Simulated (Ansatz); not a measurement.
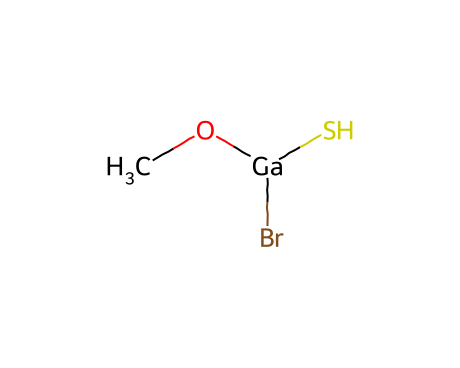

Structural formula above. The computed structure is the end point of a PBE0-D4/def2-TZVP optimisation.

Describe the 3D structure.

The molecule is CH4BrGaOS. As SMILES it reads `C[O][Ga]([SH])[Br]`. This geometry has Cs symmetry. Coordination: 1 C tetrahedral; 1 O bent; 1 Ga trigonal planar; 1 S bent.

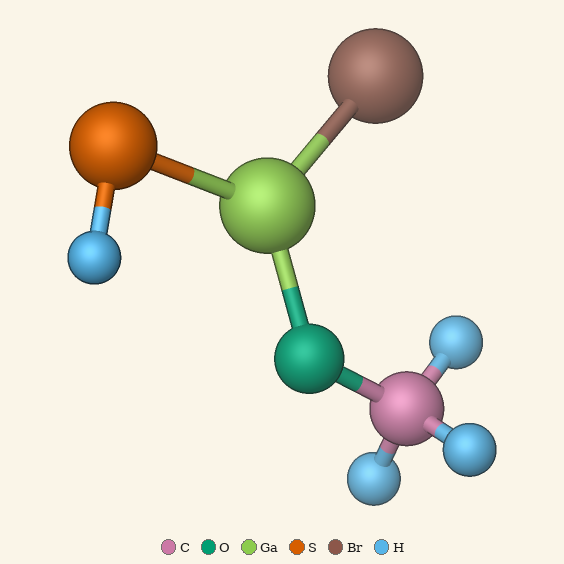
